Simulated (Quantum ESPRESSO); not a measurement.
## Magnetic state of KMnF3 from several starts

Wanted: the moments of KMnF3 and the energy of each order that was tried.

Method: PBEsol; plane waves with GBRV 1.5 PBEsol potentials, no spin-orbit coupling, in Quantum ESPRESSO 7.5.

## 1. Set-up

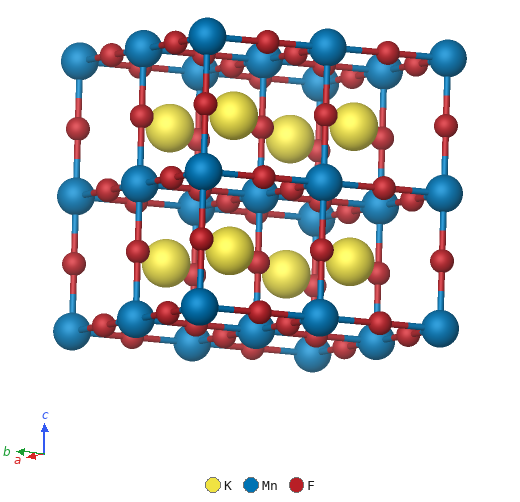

The cell as given, from a free direction (potassium yellow, manganese blue, fluorine red). 2×2×2 cells are drawn. Some periodic images of atoms are drawn too.

The cell comes from the Crystallography Open Database.

## 2. Run 1, typed as ferro +

The signs are those of the starting moments on the seeded atoms, the atoms that are given a moment.

Contents of pw.in:

```
&CONTROL
  calculation = 'scf'
  prefix = 'pwscf'
  outdir = './tmp'
  pseudo_dir = './pseudo'
  disk_io = 'nowf'
/
&SYSTEM
  ibrav = 0
  celldm(1) = 8
  nat = 5
  ntyp = 3
  ecutwfc = 40
  ecutrho = 280
  nbnd = 34
  occupations = 'smearing'
  smearing = 'fd'
  degauss = 0.00367493
  nspin = 2
  starting_magnetization(1) = 0
  starting_magnetization(2) = 0.3
  starting_magnetization(3) = 0
/
&ELECTRONS
  conv_thr = 1d-08
  electron_maxstep = 150
  mixing_beta = 0.3
/
ATOMIC_SPECIES
K      39.0983 k_pbesol_v1.4.uspp.F.UPF
Mn     54.9380 mn_pbesol_v1.5.uspp.F.UPF
F      18.9984 f_pbesol_v1.4.uspp.F.UPF
CELL_PARAMETERS alat
   0.9895787067368    0.0000000000000    0.0000000000000
   0.0000000000000    0.9895787067368    0.0000000000000
   0.0000000000000    0.0000000000000    0.9895787067368
ATOMIC_POSITIONS crystal
K       0.5000000000    0.5000000000    0.5000000000
Mn      0.0000000000    0.0000000000    0.0000000000
F       0.5000000000    0.0000000000    0.0000000000
F       0.0000000000    0.5000000000    0.0000000000
F       0.0000000000    0.0000000000    0.5000000000
K_POINTS automatic
6 6 6 0 0 0
```

The run is started by

```
OMP_NUM_THREADS=1 mpirun -n 4 pw.x -nk 4 -in pw.in > pw.out
```

The log of the run:

```text
Program PWSCF v.7.5 starts

     Message from routine setup:
     using ibrav=0 with symmetry is DISCOURAGED, use correct ibrav instead

     K-points division:     npool     =       4
     Subspace diagonalization in iterative solution of the eigenvalue problem:

     G-vector sticks info
     --------------------
     sticks:   dense  smooth     PW     G-vecs:    dense   smooth      PW
     Sum        1389     793    241                39127    17071    2945

     Using Slab Decomposition

     bravais-lattice index     =            0
     lattice parameter (alat)  =       8.0000  a.u.
     unit-cell volume          =     496.1591 (a.u.)^3
     number of atoms/cell      =            5
     number of atomic types    =            3
     number of electrons       =        45.00
     number of Kohn-Sham states=           34
     kinetic-energy cutoff     =      40.0000  Ry
     charge density cutoff     =     280.0000  Ry
     scf convergence threshold =      1.0E-08
     mixing beta               =       0.3000
     number of iterations used =            8  plain     mixing
     Exchange-correlation= SLA  PW   PSX  PSC
                           (   1   4  10   8   0   0   0)

     celldm(1)=   8.000000  celldm(2)=   0.000000  celldm(3)=   0.000000
     celldm(4)=   0.000000  celldm(5)=   0.000000  celldm(6)=   0.000000

     crystal axes: (cart. coord. in units of alat)
               a(1) = (   0.989579   0.000000   0.000000 )
               a(2) = (   0.000000   0.989579   0.000000 )
               a(3) = (   0.000000   0.000000   0.989579 )

     reciprocal axes: (cart. coord. in units 2 pi/alat)
               b(1) = (  1.010531  0.000000  0.000000 )
               b(2) = (  0.000000  1.010531  0.000000 )
               b(3) = (  0.000000  0.000000  1.010531 )

     PseudoPot. # 1 for K  read from file:
     k_pbesol_v1.4.uspp.F.UPF
     Pseudo is Ultrasoft + core correction, Zval =  9.0
     Generated by new atomic code, or converted to UPF format
     Using radial grid of  841 points,  6 beta functions with:
                l(1) =   0
                l(2) =   0
                l(3) =   1
                l(4) =   1
                l(5) =   2
                l(6) =   2
     Q(r) pseudized with  6 coefficients,  rinner =    1.500   1.500   1.500
                                                       1.500   1.500

     PseudoPot. # 2 for Mn read from file:
     mn_pbesol_v1.5.uspp.F.UPF
     Pseudo is Ultrasoft + core correction, Zval = 15.0
     Generated by new atomic code, or converted to UPF format
     Using radial grid of  859 points,  6 beta functions with:
                l(1) =   0
                l(2) =   0
                l(3) =   1
                l(4) =   1
                l(5) =   2
                l(6) =   2
     Q(r) pseudized with  8 coefficients,  rinner =    0.950   0.950   0.950
                                                       0.950   0.950

     PseudoPot. # 3 for F  read from file:
     f_pbesol_v1.4.uspp.F.UPF
     Pseudo is Ultrasoft, Zval =  7.0
     Generated by new atomic code, or converted to UPF format
     Using radial grid of  799 points,  4 beta functions with:
                l(1) =   0
                l(2) =   0
                l(3) =   1
                l(4) =   1
     Q(r) pseudized with  8 coefficients,  rinner =    0.950   0.950   0.950

     atomic species   valence    mass     pseudopotential
     K                 9.00    39.09830     K ( 1.00)
     Mn               15.00    54.93800     Mn( 1.00)
     F                 7.00    18.99840     F ( 1.00)

     Starting magnetic structure
     atomic species   magnetization
     K               0.000
     Mn              0.300
     F               0.000

     48 Sym. Ops., with inversion, found

   Cartesian axes

     site n.     atom                  positions (alat units)
         1        K      tau(   1) = (   0.4947894   0.4947894   0.4947894  )
         2        Mn     tau(   2) = (   0.0000000   0.0000000   0.0000000  )
         3        F      tau(   3) = (   0.4947894   0.0000000   0.0000000  )
         4        F      tau(   4) = (   0.0000000   0.4947894   0.0000000  )
         5        F      tau(   5) = (   0.0000000   0.0000000   0.4947894  )

     number of k points=    20  Fermi-Dirac smearing, width (Ry)=  0.0037
                       cart. coord. in units 2pi/alat
        k(    1) = (   0.0000000   0.0000000   0.0000000), wk =   0.0046296
        k(    2) = (   0.0000000   0.0000000   0.1684218), wk =   0.0277778
        k(    3) = (   0.0000000   0.0000000   0.3368437), wk =   0.0277778
        k(    4) = (   0.0000000   0.0000000  -0.5052655), wk =   0.0138889
        k(    5) = (   0.0000000   0.1684218   0.1684218), wk =   0.0555556
        [... 15 further k-points ...]

     Dense  grid:    39127 G-vectors     FFT dimensions: (  45,  45,  45)

     Smooth grid:    17071 G-vectors     FFT dimensions: (  32,  32,  32)

     Check: negative core charge=   -0.000025
     Generating pointlists ...
     new r_m :   0.2886 (alat units)  2.3091 (a.u.) for type    1
     new r_m :   0.2041 (alat units)  1.6328 (a.u.) for type    2
     new r_m :   0.2041 (alat units)  1.6328 (a.u.) for type    3

     Initial potential from superposition of free atoms

     starting charge      43.9963, renormalised to      45.0000
     Starting wfcs are   33 randomized atomic wfcs +    1 random wfcs

     Self-consistent Calculation

     iteration #  1     ecut=    40.00 Ry     beta= 0.30
     Davidson diagonalization with overlap
     ethr =  1.00E-02,  avg # of iterations =  6.4

     Threshold (ethr) on eigenvalues was too large:
     Diagonalizing with lowered threshold

     Davidson diagonalization with overlap
     ethr =  9.52E-04,  avg # of iterations =  1.5

     total energy              =    -413.89791500 Ry
     estimated scf accuracy    <       0.44397190 Ry

     total magnetization       =     4.94 Bohr mag/cell
     absolute magnetization    =     4.94 Bohr mag/cell

     iteration #  2     ecut=    40.00 Ry     beta= 0.30
     Davidson diagonalization with overlap
     ethr =  9.87E-04,  avg # of iterations =  2.3

     total energy              =    -413.98095266 Ry
     estimated scf accuracy    <       0.04022688 Ry

     total magnetization       =     5.00 Bohr mag/cell
     absolute magnetization    =     5.00 Bohr mag/cell

     iteration #  3     ecut=    40.00 Ry     beta= 0.30
     Davidson diagonalization with overlap
     ethr =  8.94E-05,  avg # of iterations =  5.4

     negative rho (up, down):  0.000E+00 3.533E-04

     total energy              =    -413.98501199 Ry
     estimated scf accuracy    <       0.01680680 Ry

     total magnetization       =     5.00 Bohr mag/cell
     absolute magnetization    =     5.00 Bohr mag/cell

     [... further iterations left out ...]

     iteration #  8     ecut=    40.00 Ry     beta= 0.30
     Davidson diagonalization with overlap
     ethr =  1.17E-08,  avg # of iterations =  2.8

     negative rho (up, down):  0.000E+00 6.518E-04

     total energy              =    -413.98728221 Ry
     estimated scf accuracy    <       0.00000409 Ry

     total magnetization       =     5.00 Bohr mag/cell
     absolute magnetization    =     5.01 Bohr mag/cell

     iteration #  9     ecut=    40.00 Ry     beta= 0.30
     Davidson diagonalization with overlap
     ethr =  9.08E-09,  avg # of iterations =  1.9

     negative rho (up, down):  0.000E+00 6.500E-04

     total energy              =    -413.98728257 Ry
     estimated scf accuracy    <       0.00000041 Ry

     total magnetization       =     5.00 Bohr mag/cell
     absolute magnetization    =     5.01 Bohr mag/cell

     iteration # 10     ecut=    40.00 Ry     beta= 0.30
     Davidson diagonalization with overlap
     ethr =  9.22E-10,  avg # of iterations =  3.0

     negative rho (up, down):  0.000E+00 6.499E-04

     total energy              =    -413.98728275 Ry
     estimated scf accuracy    <       0.00000022 Ry

     total magnetization       =     5.00 Bohr mag/cell
     absolute magnetization    =     5.01 Bohr mag/cell

     iteration # 11     ecut=    40.00 Ry     beta= 0.30
     Davidson diagonalization with overlap
     ethr =  4.97E-10,  avg # of iterations =  2.4

     negative rho (up, down):  0.000E+00 6.498E-04

     Magnetic moment per site  (integrated on atomic sphere of radius R)
     atom   1 (R=0.289)  charge=  7.7088  magn=  0.0005
     atom   2 (R=0.204)  charge= 12.3444  magn=  4.1531
     atom   3 (R=0.204)  charge=  6.6676  magn=  0.0786
     atom   4 (R=0.204)  charge=  6.6676  magn=  0.0786
     atom   5 (R=0.204)  charge=  6.6676  magn=  0.0786

     End of self-consistent calculation

     [... lines left out ...]
     the Fermi energy is     7.9952 ev

!    total energy              =    -413.98728285 Ry
     estimated scf accuracy    <          7.3E-09 Ry
     smearing contrib. (-TS)   =      -0.00000004 Ry
     internal energy E=F+TS    =    -413.98728281 Ry

     The total energy is F=E-TS. E is the sum of the following terms:
     one-electron contribution =    -248.08414979 Ry
     hartree contribution      =     144.13415377 Ry
     xc contribution           =     -63.25167512 Ry
     ewald contribution        =    -246.78561166 Ry

     total magnetization       =     5.00 Bohr mag/cell
     absolute magnetization    =     5.01 Bohr mag/cell

     convergence has been achieved in  11 iterations

=------------------------------------------------------------------------------=
   JOB DONE.
=------------------------------------------------------------------------------=
```

The job ended after 9.2 s (4 MPI ranks of AMD EPYC 9R14 (Zen 4), shared host; peak memory 0.47 GiB).

Spin moment in the atom's sphere by atom:

| atom | spin moment in the atom's sphere (μB) |
| --- | --- |
| K1 | 0.00 |
| Mn2 | 4.15 |
| F3 | 0.08 |
| F4 | 0.08 |
| F5 | 0.08 |

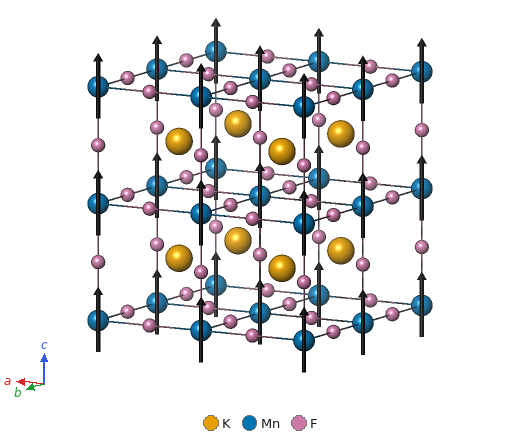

Spin moment in the atom's sphere as arrows, the longest 4.15 μB. Up and down stand for the sign. Arrows give size and sign along the axis of quantisation, drawn up and down the page. 2×2×2 cells are drawn. Some periodic images of atoms are drawn too.

Numbers from this step:

- smearing term TS: 5.63e-7 eV
- magnetization: 5 μB
- absolute magnetization: 5.006 μB
- final state: ferromagnetic

(Continued in part 2 of 3.)

[Logs and program files are shortened in this print: banners, set-up blocks, solver, clock and traceback lines can be left out without a mark of their own.]

[Logs are printed without paths, hosts, clocks, repeated set-up lines and the standing remarks that a program may print on its own settings, such as how far it seeks lower states.]

[Hosts, paths, dates, database ids (printed as entryN), source tags and the programs' standing remarks are cut or masked in the printed files.]

[Where a cell is said to come from a database of computed structures, the database is the Materials Project.]
